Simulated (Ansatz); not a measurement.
# Cu: a line through an energy map, part 2 of 2

One line of a two-coordinate grid on Cu (P6_3/mmc, No. 194; 2 atoms in the cell): volume per atom is varied, at c/a of the conventional cell = 1.569.

Ansatz 0.2.0; DFT PBEsol, scalar-relativistic, plane waves, PAW.

## (6) The run at (11.32 Å³, 1.569)

This is Cu in the hcp structure; at room conditions it is fcc.

The input, input.yaml:

```yaml
crystal:
  lattice:
    - [2.5544083183, 0.0, 0.0]
    - [-1.2772041591, 2.2121824952, 0.0]
    - [0.0, 0.0, 4.0073557697]
  atoms:
    - { symbol: Cu, position: [0.3333333333, 0.6666666667, 0.25] }
    - { symbol: Cu, position: [0.6666666667, 0.3333333333, 0.75] }
basis:
  ecutwfc: 520.0
kpoints:
  mp_grid: { grid: [24, 24, 12] }
hamiltonian:
  xc: pbesol
  pseudopotentials: { kind: paw }
scf:
  occupations: { method: gaussian, width: 0.15 }
output:
  forces: true
  stress: true
  eigenvalues: true
  write_density: true
  write_potential: true
  elf: true
  volumetric_format: npy
```

On the command line:

```
> ansatz run input.yaml --threads 1 --pin off --max-ram 2048MiB --backend cpu --events-out ev --progress --plain --runs-dir out
```

Output:

```text
Warning: RAYON_NUM_THREADS=1 ignored (pool sized by the plan → 1); use --threads N
Engine: ansatz 0.2.0, aarch64-unknown-linux-gnu
Pseudopotentials: kind: paw
Pseudopotential: Cu, paw, valence charge 19, recommended cutoff 420 eV (normal), Cu.paw.azcp
Functional definition: PBEsol
  exchange = pbesol_x
  correlation = pbesol_c
Crystal: 2 atoms, lattice volume = 22.645 Å³
Basis set: ecut = 520 eV, 615 PW (Γ), exchange–correlation on 40×40×60 points (8 copies of the dense FFT grid, shifted against one another)
Bands: 23, of which v1, the nominal top of the filled ones, is band 19 counted from 1 (18 counted from 0)
Symmetry: 24 space group operations
Space group: P63/mmc (ITA 194), of the structure as read, at distance tolerance 2.8e-5 Å
k-points: 427 of 6912
Non-local potential: Cu, projectors of the file, l = 0: 3, l = 1: 2, l = 2: 3, l = 3: 1
PAW form: soft (Blöchl's): semilocal exchange-correlation on the pseudo side does not see the compensation charge
PAW frozen core: Cu, regenerated for the run's functional, and the local potential with it (the file was generated under x = pbe(κ = 0.804, μ = 0.2195149727645171), c = pbe(β = 0.06672455060314922))
PAW one-centre angular grid: Cu, 590 points (default); XC on 64 Gauss nodes
Initial density: superposition of atomic densities (neutral atoms: chi_scale 0, normalization atom), corrected by the library's trained network
Initial wavefunctions: pseudopotential atomic-orbital guess
Functional: x = pbesol(κ = 0.804, μ = 0.12345679012345678), c = pbesol(β = 0.046)
SCF iter   1: F=—  HF=-13177.533071 eV  |F-HF|=—  |Δ(HF+E_count)|=         —  Δρ=2.17e-2  dr2=5.43e-2  ethr=1.77e-3  ⟨swp⟩=4.9  Hψ=35744  notcnv=0
preconditioner: auto → none  [metal: Δε(μ)=0.001 eV  Ē_g=11.037 eV  σ=0.150 eV  W_gap=0.01  n_scr=8 (ndim 8)  ℏωp=36.6 eV  f_vac=0.000  D(μ)=0.56/eV (n_scr^D=2)  sad-step TF]
SCF iter   2: F=—  HF=-13177.520246 eV  |F-HF|=—  |Δ(HF+E_count)|=   1.28e-2  Δρ=4.62e-3  dr2=2.68e-3  ethr=1.43e-4  ⟨swp⟩=2.2  Hψ=17827  notcnv=0  defer=60
SCF iter   3: F=—  HF=-13177.519725 eV  |F-HF|=—  |Δ(HF+E_count)|=   5.21e-4  Δρ=1.26e-3  dr2=1.89e-4  ethr=7.04e-6  ⟨swp⟩=1.1  Hψ=9797  notcnv=0  defer=60
SCF iter   4: F=—  HF=-13177.519659 eV  |F-HF|=—  |Δ(HF+E_count)|=   6.67e-5  Δρ=8.02e-5  dr2=3.22e-7  ethr=4.98e-7  ⟨swp⟩=2.8  Hψ=15057  notcnv=0  defer=60
SCF iter   5: F=—  HF=-13177.519672 eV  |F-HF|=—  |Δ(HF+E_count)|=   1.36e-5  Δρ=9.04e-6  dr2=3.01e-9  ethr=8.47e-10  ⟨swp⟩=2.0  Hψ=14815  notcnv=0  defer=60
SCF iter   6: F=-13177.519672 eV  HF=-13177.519672 eV  |F-HF|=2.00e-11  |Δ(HF+E_count)|=   8.95e-9  Δρ=4.53e-7  dr2=1.77e-11  ethr=7.93e-12  ⟨swp⟩=4.5  Hψ=54519  notcnv=0
SCF 1 converged in 6 iterations: F = -13177.519672 eV  dr2 = 1.77e-11
SCF converged after 6 iterations
Free energy (F): -13177.519672 eV
Harris-Foulkes:  -13177.519672 eV  (|F-HF|=2.00e-11)
Internal energy: -13177.513541 eV  (E = F + TS)
E sigma→0 (E₀):  -13177.516606 eV
Entropy (-TS):   -0.006131 eV (-3.066 meV/atom)
Fermi energy:    17.499991 eV
--- Per-component energies (eV) ---
  E_band       = -691.700175
  E_kinetic    = 601.194106
  E_local      = -7947.620388  (includes V_loc(G=0)·N_el)
  E_nonlocal   = 783.370477
  E_hartree    = 3500.929152
  E_xc         = -178.754184
  E_vxc        = -231.714915  (∫ρ·V_xc dr)
  E_paw        = -3252.574149  (= ΣΔE_a)
  E_vpaw       = -898.788438  (= ΣTr[D̂ρ^β])
  E_aug_tail   = 0.000226  (compensation charges beyond the density's cutoff)
  E_ewald      = -6684.471186
  E_core_change = 0.412404  (= ΣΔE_core)
  E_smearing   = -0.006131  (= −TS)
  E_closure    = -0.000000  (closes the sum)
  Σ components = -13177.519672   (vs F -13177.519672, Δ=0.00e0)
--- Forces (eV/Å), atoms counted from 1 ---
  atom   1  Cu    -0.00000000     0.00000000     0.00000000
  atom   2  Cu     0.00000000    -0.00000000     0.00000000
  max |Σ_I F_I| component: 4.63e-18 eV/Å
--- Stress (GPa, compression-positive) ---
       -2.537073      -0.000000       0.000000
       -0.000000      -2.537073       0.000000
        0.000000       0.000000       5.962824
  P = ⅓ Tr σ = 0.2962 GPa (2.962 kbar)
--- Band table (eV; the first three rows and the last of 427) ---
  k-point 0: bands = ["-94.8488", "-94.8283", "-52.4457", "-52.3234", "-52.3234", "-52.3015", "-52.2991", "-52.2991", "7.7328", "12.2273", "14.4265", "14.4265", "14.5152", "14.6875", "14.6875", "14.8524", "14.8524", "15.7811", "15.7811", "16.6933", "22.0378", "38.6280", "38.8273"]
  k-point 1: bands = ["-94.8484", "-94.8286", "-52.4432", "-52.3230", "-52.3230", "-52.3040", "-52.2995", "-52.2995", "7.8021", "12.1966", "14.4020", "14.4020", "14.4993", "14.6694", "14.6694", "14.8976", "14.8976", "15.7797", "15.7797", "16.3570", "22.5374", "38.6344", "38.8968"]
  k-point 2: bands = ["-94.8474", "-94.8297", "-52.4361", "-52.3218", "-52.3218", "-52.3113", "-52.3007", "-52.3007", "8.0088", "12.0829", "14.3539", "14.3539", "14.4538", "14.6194", "14.6194", "15.0066", "15.0066", "15.6356", "15.7721", "15.7721", "23.7684", "38.6537", "39.1032"]
  k-point 426: bands = ["-94.8280", "-94.8280", "-52.4090", "-52.4090", "-52.3699", "-52.3699", "-52.3236", "-52.3236", "13.3751", "13.3751", "13.4960", "13.4960", "14.0854", "14.0854", "14.9916", "14.9916", "15.7860", "15.7860", "21.4066", "21.4066", "23.0687", "23.0687", "24.4801"]
```

Run time: 31 s. Hardware: 1 thread of Arm Neoverse N1, shared host; peak memory 0.47 GiB.

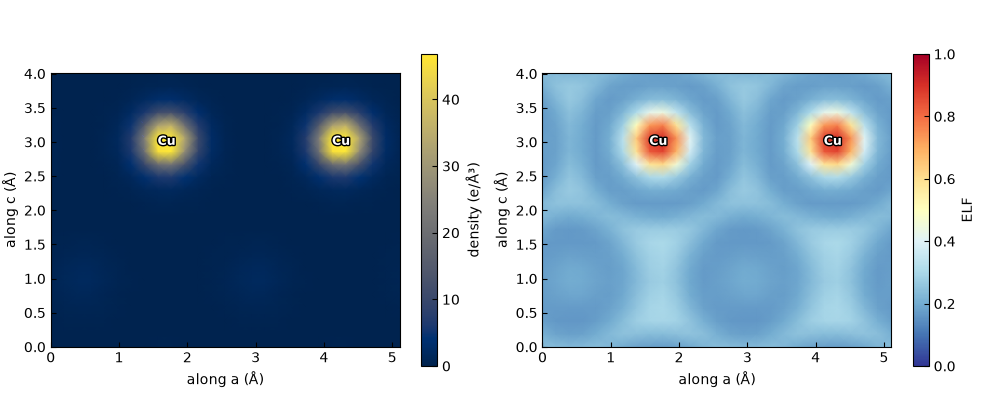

Density (left) and ELF (right) in a lattice plane of the grid's cell (edges 2.55 and 4.01 Å, at 0.333 of the third edge), which holds Cu. Only atoms in the plane are labelled; the density scale stops at 46.81 e/Å³. Both are smooth fields of the valence electrons: close to the nuclei they are not physical.

On the map this point reads 9 meV/atom.

## (7) Grid point (12.68 Å³, 1.569)

Changes to input.yaml since step 6:

```diff
@@ -2,5 +2,5 @@
   lattice:
-    - [2.5544083183, 0.0, 0.0]
-    - [-1.2772041591, 2.2121824952, 0.0]
-    - [0.0, 0.0, 4.0073557697]
+    - [2.6527424996, 0.0, 0.0]
+    - [-1.3263712498, 2.2973423944, 0.0]
+    - [0.0, 0.0, 4.1616224334]
   atoms:
```

On the command line:

```
> ansatz run input.yaml --threads 1 --pin off --max-ram 2048MiB --backend cpu --events-out ev --progress --plain --runs-dir out
```

Output:

```text
Warning: RAYON_NUM_THREADS=1 ignored (pool sized by the plan → 1); use --threads N
[... 6 set-up lines as earlier in the session ...]
Crystal: 2 atoms, lattice volume = 25.362 Å³
Basis set: ecut = 520 eV, 687 PW (Γ), exchange–correlation on 40×40×64 points (8 copies of the dense FFT grid, shifted against one another)
Bands: 23, of which v1, the nominal top of the filled ones, is band 19 counted from 1 (18 counted from 0)
[... 1 set-up line as earlier in the session ...]
Space group: P63/mmc (ITA 194), of the structure as read, at distance tolerance 2.9e-5 Å
k-points: 427 of 6912
[... 7 set-up lines as earlier in the session ...]
SCF iter   1: F=—  HF=-13177.402551 eV  |F-HF|=—  |Δ(HF+E_count)|=         —  Δρ=2.10e-2  dr2=5.90e-2  ethr=1.77e-3  ⟨swp⟩=4.6  Hψ=35575  notcnv=0
preconditioner: auto → none  [metal: Δε(μ)=0.008 eV  Ē_g=10.085 eV  σ=0.150 eV  W_gap=0.03  n_scr=8 (ndim 8)  ℏωp=34.6 eV  f_vac=0.000  D(μ)=0.61/eV (n_scr^D=2)  sad-step TF]
SCF iter   2: F=—  HF=-13177.389354 eV  |F-HF|=—  |Δ(HF+E_count)|=   1.32e-2  Δρ=4.69e-3  dr2=3.25e-3  ethr=1.55e-4  ⟨swp⟩=2.5  Hψ=18344  notcnv=0  defer=53
SCF iter   3: F=—  HF=-13177.388792 eV  |F-HF|=—  |Δ(HF+E_count)|=   5.62e-4  Δρ=1.21e-3  dr2=2.11e-4  ethr=8.55e-6  ⟨swp⟩=1.1  Hψ=9799  notcnv=0  defer=53
SCF iter   4: F=—  HF=-13177.388731 eV  |F-HF|=—  |Δ(HF+E_count)|=   6.06e-5  Δρ=7.71e-5  dr2=2.32e-7  ethr=5.55e-7  ⟨swp⟩=2.5  Hψ=14483  notcnv=0  defer=53
SCF iter   5: F=—  HF=-13177.388735 eV  |F-HF|=—  |Δ(HF+E_count)|=   3.75e-6  Δρ=7.80e-6  dr2=3.56e-9  ethr=6.09e-10  ⟨swp⟩=2.3  Hψ=16261  notcnv=0  defer=53
SCF iter   6: F=-13177.388735 eV  HF=-13177.388735 eV  |F-HF|=5.09e-11  |Δ(HF+E_count)|=   7.67e-9  Δρ=4.08e-7  dr2=2.81e-11  ethr=9.37e-12  ⟨swp⟩=4.4  Hψ=52618  notcnv=0
SCF 1 converged in 6 iterations: F = -13177.388735 eV  dr2 = 2.81e-11
SCF converged after 6 iterations
Free energy (F): -13177.388735 eV
Harris-Foulkes:  -13177.388735 eV  (|F-HF|=5.09e-11)
Internal energy: -13177.382116 eV  (E = F + TS)
E sigma→0 (E₀):  -13177.385426 eV
Entropy (-TS):   -0.006618 eV (-3.309 meV/atom)
Fermi energy:    15.098532 eV
--- Per-component energies (eV) ---
  E_band       = -771.260140
  E_kinetic    = 598.315447
  E_local      = -8364.385529  (includes V_loc(G=0)·N_el)
  E_nonlocal   = 786.201395
  E_hartree    = 3670.974155
  E_xc         = -176.581441
  E_vxc        = -228.817536  (∫ρ·V_xc dr)
  E_paw        = -3255.633413  (= ΣΔE_a)
  E_vpaw       = -904.523050  (= ΣTr[D̂ρ^β])
  E_aug_tail   = 0.000223  (compensation charges beyond the density's cutoff)
  E_ewald      = -6436.685356
  E_core_change = 0.412404  (= ΣΔE_core)
  E_smearing   = -0.006618  (= −TS)
  E_closure    = -0.000000  (closes the sum)
  Σ components = -13177.388735   (vs F -13177.388735, Δ=0.00e0)
--- Forces (eV/Å), atoms counted from 1 ---
  atom   1  Cu     0.00000000    -0.00000000    -0.00000000
  atom   2  Cu    -0.00000000     0.00000000     0.00000000
  max |Σ_I F_I| component: 4.63e-18 eV/Å
--- Stress (GPa, compression-positive) ---
      -15.831348      -0.000000      -0.000000
        0.000000     -15.831348      -0.000000
       -0.000000      -0.000000     -10.366580
  P = ⅓ Tr σ = -14.0098 GPa (-140.098 kbar)
--- Band table (eV; the first three rows and the last of 427) ---
  k-point 0: bands = ["-96.9744", "-96.9625", "-54.5481", "-54.4676", "-54.4676", "-54.4555", "-54.4516", "-54.4516", "6.1942", "10.4641", "12.3644", "12.3644", "12.4357", "12.5806", "12.5806", "12.7176", "12.7176", "13.4998", "13.4998", "14.5844", "19.0385", "34.7963", "34.7963"]
  k-point 1: bands = ["-96.9742", "-96.9627", "-54.5465", "-54.4673", "-54.4673", "-54.4571", "-54.4519", "-54.4519", "6.2581", "10.4329", "12.3435", "12.3435", "12.4226", "12.5655", "12.5655", "12.7559", "12.7559", "13.4983", "13.4983", "14.2380", "19.5408", "34.8607", "34.8607"]
  k-point 2: bands = ["-96.9736", "-96.9633", "-54.5419", "-54.4665", "-54.4665", "-54.4617", "-54.4527", "-54.4527", "6.4486", "10.3180", "12.3026", "12.3026", "12.3849", "12.5239", "12.5239", "12.8476", "12.8476", "13.4914", "13.4914", "13.5234", "20.7432", "35.0516", "35.0516"]
  k-point 426: bands = ["-96.9624", "-96.9624", "-54.5233", "-54.5233", "-54.4969", "-54.4969", "-54.4687", "-54.4687", "11.4676", "11.4676", "11.6054", "11.6054", "12.0931", "12.0931", "12.8398", "12.8398", "13.5027", "13.5027", "18.7593", "18.7593", "20.3087", "20.3087", "21.2531"]
```

Run time: 33 s. Hardware: 1 thread of Arm Neoverse N1, shared host; peak memory 0.49 GiB.

On the map this point reads 74 meV/atom.

## (8) Variant: n_extra_bands 16, accuracy low, ecutwfc left out

Changes to input.yaml since step 7:

```diff
@@ -8,4 +8,2 @@
     - { symbol: Cu, position: [0.6666666667, 0.3333333333, 0.75] }
-basis:
-  ecutwfc: 520.0
 kpoints:
@@ -17,9 +15,7 @@
   occupations: { method: gaussian, width: 0.15 }
+  n_extra_bands: 16
 output:
   forces: true
+  eigenvalues: true
   stress: true
-  eigenvalues: true
-  write_density: true
-  write_potential: true
-  elf: true
-  volumetric_format: npy
+accuracy: low
```

On the command line:

```
> ansatz run input.yaml --threads 1 --pin off --max-ram 2048MiB --backend cpu --events-out ev --progress --plain --runs-dir out
```

Output:

```text
Warning: RAYON_NUM_THREADS=1 ignored (pool sized by the plan → 1); use --threads N
scf.n_extra_bands = 16 over 19 filled bands (N_el = 38.0): the run solves 35 bands
[... 6 set-up lines as earlier in the session ...]
Crystal: 2 atoms, lattice volume = 25.362 Å³
Basis set: ecut = 420 eV, 511 PW (Γ), exchange–correlation on 36×36×60 points (8 copies of the dense FFT grid, shifted against one another)
Bands: 35, of which v1, the nominal top of the filled ones, is band 19 counted from 1 (18 counted from 0)
[... 2 set-up lines as earlier in the session ...]
k-points: 427 of 6912
[... 7 set-up lines as earlier in the session ...]
SCF iter   1: F=—  HF=-13177.397402 eV  |F-HF|=—  |Δ(HF+E_count)|=         —  Δρ=2.12e-2  dr2=6.08e-2  ethr=1.77e-3  ⟨swp⟩=5.0  Hψ=58234  notcnv=0  defer=2374
preconditioner: auto → none  [metal: Δε(μ)=0.008 eV  Ē_g=23.631 eV  σ=0.150 eV  W_gap=0.03  n_scr=8 (ndim 8)  ℏωp=34.6 eV  f_vac=0.000  D(μ)=0.61/eV (n_scr^D=2)  sad-step TF]
SCF iter   2: F=—  HF=-13177.385026 eV  |F-HF|=—  |Δ(HF+E_count)|=   1.24e-2  Δρ=5.81e-3  dr2=5.06e-3  ethr=1.60e-4  ⟨swp⟩=2.0  Hψ=20096  notcnv=0  defer=2779
SCF iter   3: F=—  HF=-13177.384199 eV  |F-HF|=—  |Δ(HF+E_count)|=   8.28e-4  Δρ=1.31e-3  dr2=2.64e-4  ethr=1.33e-5  ⟨swp⟩=1.0  Hψ=11111  notcnv=0  defer=2779
SCF iter   4: F=—  HF=-13177.384114 eV  |F-HF|=—  |Δ(HF+E_count)|=   8.41e-5  Δρ=6.07e-5  dr2=1.71e-7  ethr=6.96e-7  ⟨swp⟩=1.9  Hψ=15031  notcnv=0  defer=2779
SCF iter   5: F=—  HF=-13177.384111 eV  |F-HF|=—  |Δ(HF+E_count)|=   3.11e-6  Δρ=9.62e-6  dr2=7.28e-9  ethr=4.51e-10  ⟨swp⟩=2.0  Hψ=17590  notcnv=0  defer=2779
SCF iter   6: F=-13177.384111 eV  HF=-13177.384111 eV  |F-HF|=5.46e-12  |Δ(HF+E_count)|=   1.22e-8  Δρ=2.86e-7  dr2=1.45e-11  ethr=1.92e-11  ⟨swp⟩=8.1  Hψ=73907  notcnv=0
SCF 1 converged in 6 iterations: F = -13177.384111 eV  dr2 = 1.45e-11
SCF converged after 6 iterations
Free energy (F): -13177.384111 eV
Harris-Foulkes:  -13177.384111 eV  (|F-HF|=5.46e-12)
Internal energy: -13177.377492 eV  (E = F + TS)
E sigma→0 (E₀):  -13177.380802 eV
Entropy (-TS):   -0.006619 eV (-3.310 meV/atom)
Fermi energy:    15.100956 eV
--- Per-component energies (eV) ---
  E_band       = -771.145144
  E_kinetic    = 598.433038
  E_local      = -8363.549384  (includes V_loc(G=0)·N_el)
  E_nonlocal   = 785.169519
  E_hartree    = 3670.280330
  E_xc         = -176.622378
  E_vxc        = -228.871185  (∫ρ·V_xc dr)
  E_paw        = -3254.816076  (= ΣΔE_a)
  E_vpaw       = -902.888614  (= ΣTr[D̂ρ^β])
  E_aug_tail   = 0.000411  (compensation charges beyond the density's cutoff)
  E_ewald      = -6436.685356
  E_core_change = 0.412404  (= ΣΔE_core)
  E_smearing   = -0.006619  (= −TS)
  E_closure    = -0.000000  (closes the sum)
  Σ components = -13177.384111   (vs F -13177.384111, Δ=0.00e0)
--- Forces (eV/Å), atoms counted from 1 ---
  atom   1  Cu     0.00000000    -0.00000000    -0.00000000
  atom   2  Cu    -0.00000000     0.00000000     0.00000000
  max |Σ_I F_I| component: 0.00e0 eV/Å
--- Stress (GPa, compression-positive) ---
      -15.814652      -0.000000      -0.000000
       -0.000000     -15.814652      -0.000000
       -0.000000      -0.000000     -10.334301
  P = ⅓ Tr σ = -13.9879 GPa (-139.879 kbar)
--- Band table (eV; the first three rows and the last of 427) ---
  k-point 0: bands = ["-96.9708", "-96.9589", "-54.5445", "-54.4639", "-54.4639", "-54.4519", "-54.4480", "-54.4480", "6.1956", "10.4663", "12.3671", "12.3671", "12.4384", "12.5834", "12.5834", "12.7204", "12.7204", "13.5027", "13.5027", "14.5863", "19.0407", "34.7993", "34.7993", "35.3326", "36.6565", "36.6565", "37.7734", "39.7319", "42.9568", "42.9568", "43.2629", "43.3685", "43.9738", "44.5315", "44.5315"]
  k-point 1: bands = ["-96.9706", "-96.9592", "-54.5430", "-54.4637", "-54.4637", "-54.4535", "-54.4483", "-54.4483", "6.2595", "10.4351", "12.3462", "12.3462", "12.4252", "12.5683", "12.5683", "12.7586", "12.7586", "13.5013", "13.5013", "14.2399", "19.5429", "34.8632", "34.8632", "35.3427", "36.6852", "36.6852", "37.6821", "38.6269", "42.5165", "42.5165", "42.9002", "43.2876", "43.2876", "43.9533", "44.8935"]
  k-point 2: bands = ["-96.9700", "-96.9598", "-54.5384", "-54.4629", "-54.4629", "-54.4581", "-54.4491", "-54.4491", "6.4501", "10.3201", "12.3053", "12.3053", "12.3876", "12.5266", "12.5266", "12.8504", "12.8504", "13.4943", "13.4943", "13.5255", "20.7453", "35.0541", "35.0541", "35.3775", "36.5799", "36.7676", "36.7676", "37.4343", "41.7098", "41.7098", "42.0561", "42.0561", "42.9120", "43.8974", "47.0823"]
  k-point 426: bands = ["-96.9589", "-96.9589", "-54.5197", "-54.5197", "-54.4933", "-54.4933", "-54.4651", "-54.4651", "11.4700", "11.4700", "11.6080", "11.6080", "12.0957", "12.0957", "12.8426", "12.8426", "13.5057", "13.5057", "18.7616", "18.7616", "20.3114", "20.3114", "21.2544", "21.2544", "34.9115", "34.9115", "36.5459", "36.5459", "39.2669", "39.2669", "47.1507", "47.1507", "47.2499", "47.2499", "49.8624"]
```

It took 25 s on 1 thread of Arm Neoverse N1, shared host; peak memory 0.52 GiB.

| run | ending | energy change | pressure (GPa) | gap (eV) | force (eV/Å) | cycles | time |
| --- | --- | --- | --- | --- | --- | --- | --- |
| step 7 | converged | 0 | -14.0 | 0.00 | 0.00 | 6 | 33 s |
| variant | converged | +2.3 meV/atom | -14.0 | 0.00 | 0.00 | 6 | 25 s |

Changing the band count, accuracy level and cutoff moves the energy by +2.3 meV/atom.

## (9) Results

The summary covers parts 1 to 2.

| volume per atom (Å³) | step | energy (meV/atom) | slope (meV/atom per Å³) | pressure (GPa) |
| --- | --- | --- | --- | --- |
| 9.96 | 3 | 122 | −186 | 29.8 |
| 10.42 | 4 | 55 | −109 | 17.5 |
| 10.87 | 5 | 20 | −49 | 7.9 |
| 11.32 | 6 | 9 | −2 | 0.3 |
| 11.78 | – | 17 | 35 | −5.7 |
| 12.23 | – | 40 | 65 | −10.3 |
| 12.68 | 7 | 74 | 87 | −14.0 |

Energies count from the relaxed crystal. Rows without a step come from runs not printed here or follow by symmetry. Slopes come from the forces (and the stress, where the cell changes), not from differences of energies.

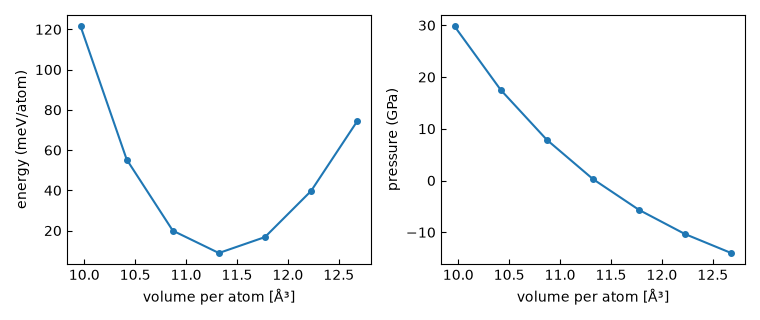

Energy and pressure along the line.

| run | outcome |
| --- | --- |
| step 8, run with n_extra_bands 16, accuracy low, ecutwfc left out (against step 7) | +2.3 meV/atom |

**Reading.** The lowest point of the line is at 11.32 Å³, 9 meV/atom from the zero. Energies and slopes round the minimum, fitted together, put the minimum at 11.343 Å³, with a curvature of about 91 meV/atom per (Å³)². V·d²E/dV² there is about 170 GPa, a bulk modulus under this line's constraint. The well is lopsided: two grid steps out, the energy rises by 46 meV/atom towards smaller values and 31 meV/atom towards larger ones. The highest point computed, at 9.96 Å³, lies 113 meV/atom above the lowest. This is one cut through a surface in two coordinates; the map's lowest point lies off it.
